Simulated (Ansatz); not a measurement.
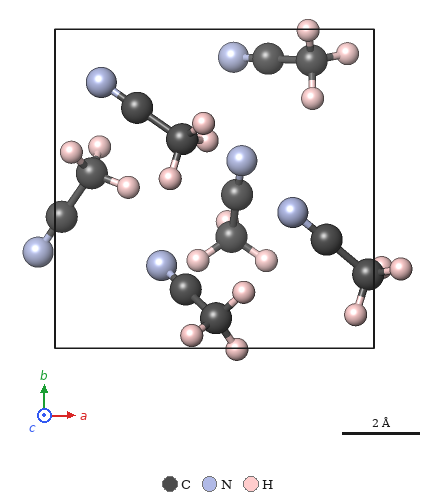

Starting frame of a dynamics run of a periodic cell with 6 CH3CN at 0.712 g/cm³. Style: ball-and-stick. Shown: the simulation cell, along the c axis.

These are results of DFT PBE-D3(BJ), scalar-relativistic, plane waves, PAW in Ansatz 0.2.0, not measurements.

Input
```yaml
accuracy: low
crystal:
  lattice:
    - [8.311659, 0.0, 0.0]
    - [0.0, 8.311659, 0.0]
    - [0.0, 0.0, 8.311659]
  atoms:
    - { symbol: C, position: [0.54915285, 0.34560185, 0.10645103] }
    - { symbol: C, position: [0.56687328, 0.47769052, 0.2189662] }
    - { symbol: "N", position: [0.58168194, 0.58430549, 0.30851014] }
    - { symbol: H, position: [0.53605806, 0.39326404, -0.01642238] }
    - { symbol: H, position: [0.65855195, 0.270942, 0.10932934] }
    - { symbol: H, position: [0.44427883, 0.27181625, 0.13964768] }
    - { symbol: C, position: [0.11142127, 0.54490367, 0.27389245] }
    - { symbol: C, position: [0.01708572, 0.40853339, 0.21961718] }
    - { symbol: "N", position: [-0.05703089, 0.29759259, 0.1775315] }
    - { symbol: H, position: [0.22577321, 0.50078929, 0.32330839] }
    - { symbol: H, position: [0.13594634, 0.62760262, 0.17375115] }
    - { symbol: H, position: [0.04732589, 0.61082179, 0.36882358] }
    - { symbol: C, position: [0.97789072, 0.22778181, 0.66803861] }
    - { symbol: C, position: [0.84778832, 0.33676673, 0.7106122] }
    - { symbol: "N", position: [0.7414706, 0.42182396, 0.74525405] }
    - { symbol: H, position: [0.93847995, 0.10134194, 0.677186] }
    - { symbol: H, position: [1.01979166, 0.24927494, 0.54465172] }
    - { symbol: H, position: [1.08036693, 0.2448756, 0.75019066] }
    - { symbol: C, position: [0.80085909, 0.89822927, 0.18610385] }
    - { symbol: C, position: [0.66454806, 0.90404242, 0.07719093] }
    - { symbol: "N", position: [0.55569185, 0.9085479, -0.01067201] }
    - { symbol: H, position: [0.8034842, 0.77935977, 0.24608077] }
    - { symbol: H, position: [0.91308099, 0.91976538, 0.11879991] }
    - { symbol: H, position: [0.78961496, 0.99287583, 0.27910704] }
    - { symbol: C, position: [0.3941996, 0.65170037, 0.67357755] }
    - { symbol: C, position: [0.25347919, 0.75002281, 0.64165941] }
    - { symbol: "N", position: [0.14117311, 0.82955432, 0.61542778] }
    - { symbol: H, position: [0.4618383, 0.70127702, 0.77605988] }
    - { symbol: H, position: [0.35721676, 0.52795351, 0.7015281] }
    - { symbol: H, position: [0.47295219, 0.64681783, 0.5672206] }
    - { symbol: C, position: [0.50073457, 0.09042438, 0.655368] }
    - { symbol: C, position: [0.40581687, 0.18059711, 0.54054428] }
    - { symbol: "N", position: [0.33038993, 0.25564172, 0.44959674] }
    - { symbol: H, position: [0.5876881, 0.17157048, 0.71328734] }
    - { symbol: H, position: [0.42465084, 0.03628391, 0.74869928] }
    - { symbol: H, position: [0.56617756, -0.00711239, 0.59457097] }
basis:
  ecutwfc: 420.0
kpoints:
  mp_grid: { grid: [1, 1, 1] }
hamiltonian:
  xc: pbe
  dispersion: d3bj
scf:
  occupations: { method: fermi_dirac, width: 0.02 }
  lower_state_search: "off"
md:
  timestep: 0.5
  n_steps: 300
  ensemble: nvt_langevin
  temperature: 400.0
  initial_velocities: maxwell_boltzmann
  seed: 295078
  friction: 0.02
```

Command:
```bash
ansatz run input.yaml --threads 1 --pin off --max-ram 3072MiB --backend cpu --events-out ev --progress --plain --runs-dir out
```

Question: What does the trajectory do?

Answer: Over the second half the temperature averages 409 K (spread ±43 K). The potential energy in the second half lies on average 39.1 meV per atom above the first frame. Root-mean-square distances from the starting positions over the second half, with the common drift of all atoms taken out: H 0.96 Å, N 0.48 Å, C 0.43 Å. The heavy atoms stay within a fraction of a molecule's size of their starting places, while the hydrogen atoms travel further, as molecules turn; so short a run doesn't tell a liquid from a solid.

Along the run (each row but the first and the last is the mean over the interval that it begins):

```json
{"time (fs)": "0.0", "potential energy (meV/atom)": "0.0", "T (K)": "389"}
{"time (fs)": "18.5", "potential energy (meV/atom)": "29.0", "T (K)": "320"}
{"time (fs)": "37.0", "potential energy (meV/atom)": "32.0", "T (K)": "328"}
{"time (fs)": "55.5", "potential energy (meV/atom)": "41.2", "T (K)": "325"}
{"time (fs)": "74.0", "potential energy (meV/atom)": "41.0", "T (K)": "428"}
{"time (fs)": "92.5", "potential energy (meV/atom)": "39.3", "T (K)": "425"}
{"time (fs)": "111.0", "potential energy (meV/atom)": "40.0", "T (K)": "389"}
{"time (fs)": "129.5", "potential energy (meV/atom)": "37.2", "T (K)": "387"}
{"time (fs)": "148.0", "potential energy (meV/atom)": "27.0", "T (K)": "459"}
```

The paths of the atoms:

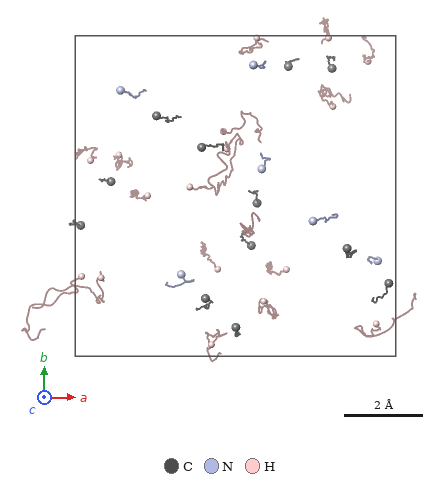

Limits of the set-up: the program's low-accuracy preset was used; the periodic images lie only 8.3 Å apart, so the values are limited by the cell's size.

The run took 5 min on 1 thread of AMD EPYC 9B45 (Zen 5) (shared host), peak memory 0.57 GiB.
